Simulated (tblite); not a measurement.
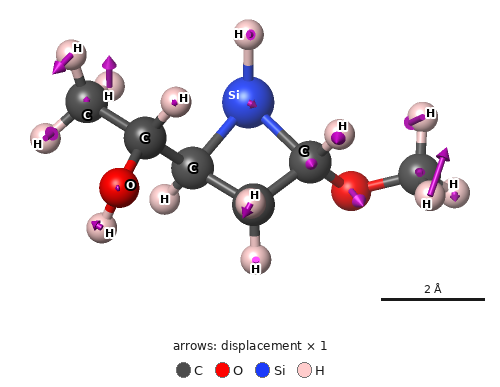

A relaxation of C$_{6}$H$_{14}$O$_{2}$Si. The starting structure is drawn; purple arrows show the displacements, at their true length. The two geometries are superimposed by the best rigid fit.

The picture is a ball-and-stick view, seen at a tilt.

These are results of tblite, GFN2-xTB geometry optimisation, gas phase, not measurements. 

> Which element moves most?

Hydrogen: up to 1.05 Å, against 0.68 Å for oxygen.

> What did the optimiser do to the structure, and how much energy did it gain?

The energy falls by 20.4 kcal/mol in 107 geometry steps. The largest move after the best rigid fit is that of an H atom, 1.05 Å. By element the largest moves are H 1.05 Å, O 0.68 Å, C 0.28 Å, Si 0.20 Å. Some distances before and after: C–Si 1.877 → 1.933 Å, C–Si 1.864 → 1.916 Å, C–C 1.490 → 1.539 Å, C–C 1.502 → 1.546 Å. Among the angles between lasting bonds that change: O–C–Si 108.0° → 117.0°, H–C–H 115.8° → 108.5°, C–O–C 105.6° → 112.7°. Groups turn about C–O by about 50°, C–C by about 30°. Cost: 1.7 s on 1 thread of Arm Neoverse N1, with other jobs on the host.
